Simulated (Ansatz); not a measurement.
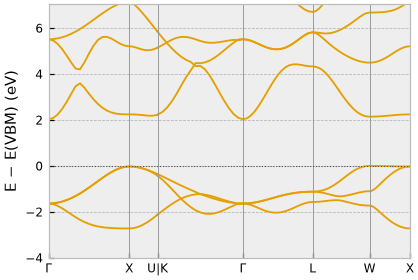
Fig. 1. Band structure from DFT-PBEsol in the program Ansatz with PAW potentials

### Question
Read off the gap and where the band edges lie.

### Answer
About 2.0 eV (2.03 eV by a search for the band edges); maximum at W, minimum at Γ.

### Question
Which compound is it?
A) CdTe, zinc blende
B) YN, zinc blende
C) BaTe, rock salt

### Answer
B, YN, zinc blende

Space group F-43m (zinc blende). The start of the workflow was typed in or built on a structure type; the Crystallography Open Database copy checked does not list it. COD files the formula under space group No. 225, so this cell is another polymorph or a model. Whether it is the stable phase at ambient conditions was not checked. Symmetry was held in the PBEsol relaxation; whether a distortion lowers the energy is not shown. No spin polarisation was allowed. Scalar-relativistic: spin–orbit coupling is off unless named, which matters more the heavier the elements.

Potentials: the later of the program's two PAW sets.
